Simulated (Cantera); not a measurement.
Charge: 1 mol SiH4, 0.46 mol NH3, 1.7 mol H2, equilibrated at 7.50 Torr.

Equilibrium computed with Cantera from the NASA thermochemical tables; the gas is ideal and each condensed phase is pure. Candidate condensed phases: Si, Si3N4; 18 gas species. Mutual solubility and eutectic melting of coexisting phases are not modelled. The tables' values for SiN are old estimates; treat these amounts as uncertain. Gases not in the tables: Si2H6 and higher silanes. Rates play no part.

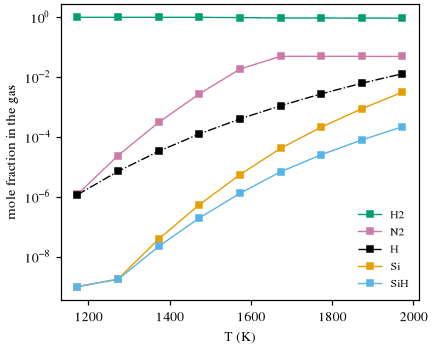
*Equilibrium gas composition (values under 1e-9 drawn at 1e-9)*

From 1173 K to 1573 K the condensed part is Si(s) + Si3N4(s). At 1673 K the condensed part is Si(s). From 1773 K to 1973 K the condensed part is Si(l).
